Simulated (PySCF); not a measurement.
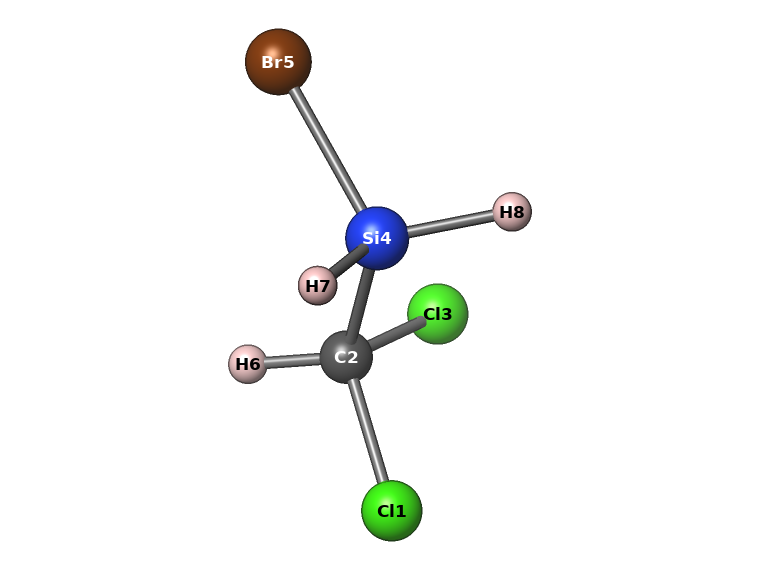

Computed geometry: GFN2-xTB optimisation. No frequency run is at hand to confirm it as a minimum. Properties computed with delta-SCF UKS SCAN, pcX-2 on the ionised atom, pcseg-1 elsewhere, spin-free X2C (PySCF 2.14.0).

Give the core-electron binding energies (to vacuum; p and d levels without spin–orbit splitting) of Cl1 1s, Cl1 2p, C2 1s, Si4 1s, Si4 2p.

```csv
atom,level,binding energy (eV)
Cl1,1s,2829.1
Cl1,2p,207.1
C2,1s,293.5
Si4,1s,1848.0
Si4,2p,108.4
```

The geometry is semi-empirical. Around Br, Si such bond lengths and angles can be off by a tenth of an ångström or more and by several degrees, and values that hang on the shape move with them.
